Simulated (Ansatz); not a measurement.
# CH5AlGeO: what the fields show

```xyz
9

C    -0.4694    0.8540   -0.5216
O     0.8750    0.7607   -0.9685
Al    1.6193   -0.5695   -0.1709
Ge   -0.6248   -0.6716    0.7960
H    -1.1636    0.7477   -1.3617
H    -0.6544    1.8271   -0.0548
H     3.1023   -1.0374   -0.3692
H    -1.6608   -1.7331    0.4025
H    -0.9349   -0.2244    2.2309
```

All numbers below come from UKS BHLYP-D4/def2-SVP in Ansatz.

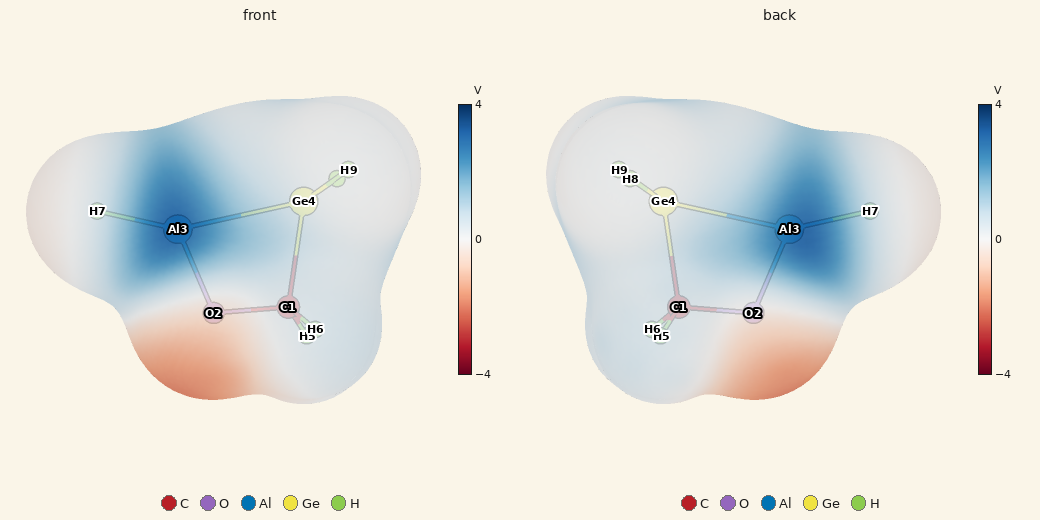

Figure 1. The molecular electrostatic potential painted on the density surface at 0.002 e/bohr³, seen from the front and from behind; the colour scale runs from red (negative) to blue (positive).

Where is the surface potential most negative and most positive?

Answer. The most negative region (about −1.9 V) lies over O2, the most positive (about +3.2 V) over Al3. O2 is the likeliest acceptor of a hydrogen bond.

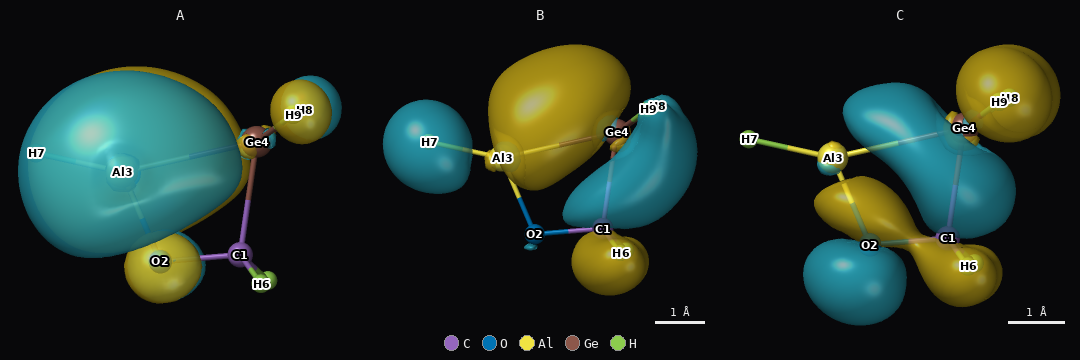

Figure 2. Three frontier orbitals at ±0.08 Å⁻³ᐟ² (yellow and cyan are the two phases), in no order.

Which picture is the HOMO−1, the HOMO and the LUMO?

Answer. C is the HOMO−1 (−8.66 eV). It lies mainly on O2 (about 40 %), Ge4 (about 25 %), C1 (about 15 %) and Al3 (about 5 %). B is the HOMO (−7.92 eV). Its weight (Hirshfeld) is mainly on Ge4 (about 40 %), Al3 (about 25 %), C1 (about 15 %) and H7 (about 10 %). A is the LUMO (−0.55 eV). By Hirshfeld shares it lies mainly on Al3 (about 70 %), Ge4 (about 15 %) and O2 (about 10 %).

What is the HOMO–LUMO gap?

Answer. 7.37 eV between the orbital energies.

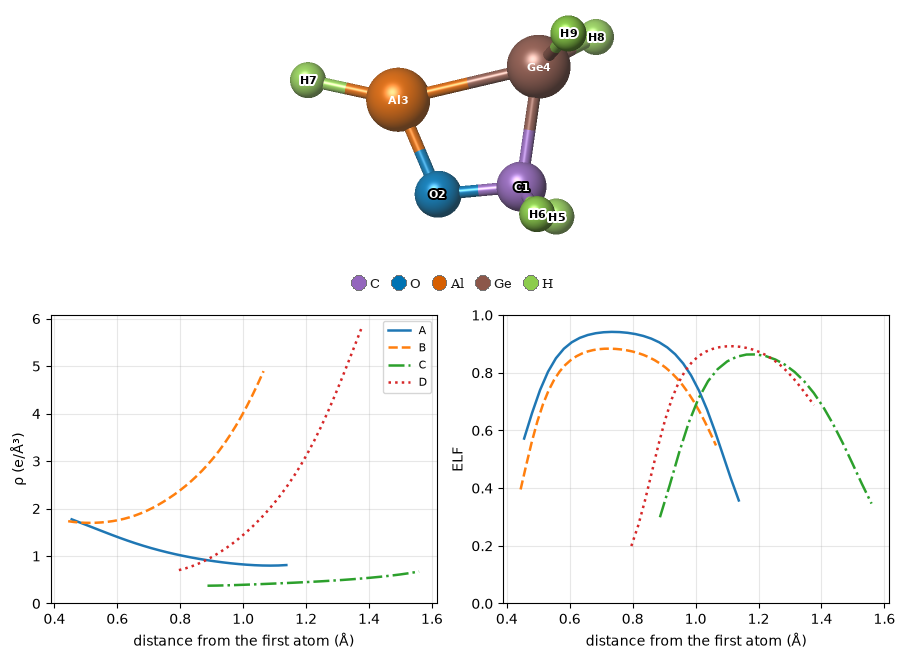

Figure 3. Electron density and ELF along straight lines between neighbouring atoms. The curves leave out the atomic cores. The structure is drawn too.

Which curve belongs to which contact (Al–Ge, Al–O, C–Ge and C–O)? The first atom named is at distance zero.

Answer. Curve A: C–Ge (2.02 Å): the density is about 0.82 e/Å³ at the midpoint; the ELF peaks at about 0.95 in the valence shell of C, 0.7 Å from its nucleus, and is about 0.75 at the midpoint. Curve B: C–O (1.42 Å): the density is about 2 e/Å³ at the midpoint, with its minimum of 1.7 e/Å³ about 0.5 Å from C; the ELF peaks at about 0.90 between the atoms (a polar covalent bond). Curve C: Al–Ge (2.45 Å): the density is about 0.46 e/Å³ at the midpoint; the ELF peaks at about 0.85 between the atoms, as expected for a shared electron pair. Curve D: Al–O (1.72 Å): the density is about 0.85 e/Å³ at the midpoint; the ELF peaks at about 0.90 in the valence shell of O, 0.6 Å from its nucleus, and is about 0.45 at the midpoint.
